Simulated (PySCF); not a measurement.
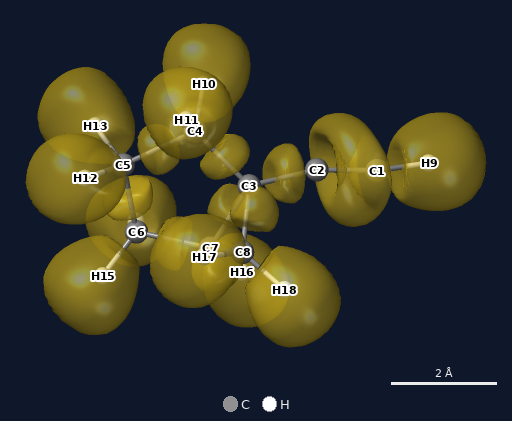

C₈H₁₀. Isosurface of the ELF at 0.75 (yellow), seen across its widest extent. Only the valence region is drawn (cores and ρ < 0.01 e/Å³ removed).

Geometry: GFN2-xTB, MD frame at 250 fs, 300 K.

All numbers below come from PBE0/pcSseg-1, SCF density, gas phase, non-relativistic in PySCF 2.14.0.

```yaml
atoms:
  - { symbol: C, position_ang: [2.8164, 1.0455, 0.2259] }
  - { symbol: C, position_ang: [1.6891, 0.7310, 0.0400] }
  - { symbol: C, position_ang: [0.4264, 0.0543, 0.0731] }
  - { symbol: C, position_ang: [-0.8926, 0.7570, -0.0688] }
  - { symbol: C, position_ang: [-1.7358, -0.2078, -1.0512] }
  - { symbol: C, position_ang: [-0.8753, -1.3288, -1.6081] }
  - { symbol: C, position_ang: [0.3415, -1.2568, -0.7550] }
  - { symbol: C, position_ang: [0.3911, -1.2402, 0.7629] }
  - { symbol: H, position_ang: [3.8012, 1.4759, 0.2078] }
  - { symbol: H, position_ang: [-0.7597, 1.6969, -0.6574] }
  - { symbol: H, position_ang: [-1.4851, 0.8735, 0.7923] }
  - { symbol: H, position_ang: [-2.6084, -0.6985, -0.6008] }
  - { symbol: H, position_ang: [-2.1896, 0.3944, -1.8593] }
  - { symbol: H, position_ang: [-0.5459, -1.0755, -2.6003] }
  - { symbol: H, position_ang: [-1.3010, -2.3254, -1.6019] }
  - { symbol: H, position_ang: [1.2773, -1.5005, -1.2022] }
  - { symbol: H, position_ang: [-0.5540, -1.5651, 1.2736] }
  - { symbol: H, position_ang: [1.2615, -1.7129, 1.1821] }
```

> What do the ELF domains correspond to?

At this value the surface marks out nine regions between bonded C–C atoms (shared pairs) and ten regions around hydrogen nuclei.

Values along the shortest contacts:
C–C (1.19 Å): the ELF peaks at about 0.85 between the atoms; a short, multiple covalent bond. C–H (1.05 Å): the ELF climbs to about 1 towards the hydrogen, as it does in any bond to H; an ordinary covalent bond to hydrogen.
